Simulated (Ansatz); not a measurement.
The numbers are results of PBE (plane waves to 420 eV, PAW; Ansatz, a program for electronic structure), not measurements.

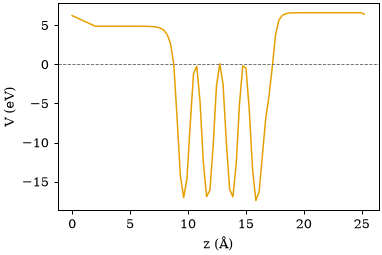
*Plane-averaged electrostatic potential energy along the normal, in eV from the Fermi level, for N on the 1x1 (111) surface of fcc Cu, one in a 2x1 cell, started at the site 'hollow Cu-Cu-Cu over Cu at depth 4.1 Å'*

Model: 9-atom slab, 6.2 Å thick at the start under the adsorbate (thin: gaps and levels are the slab's own), 6x12x1 mesh, Fermi-Dirac 0.1 eV, dipole correction, 4 atoms held, the rest relaxed; symmetry of the start imposed; spin-polarised, no spin-orbit, no U, no dispersion correction. The starting moment vanished. At the end it is bonded to 3 Cu. In PBE it is, or lies within 0.03 eV of, the lowest of the starts that converged.

Question: The surface cell has an area of 11.41 Å². What dipole along the normal does the step between the two vacuum levels imply?

Answer: the top vacuum level lies 1.73 eV above the bottom one; p = −ε₀ A ΔV (ε₀ = 0.005526 e/(V·Å)) gives -0.11 e·Å a cell.
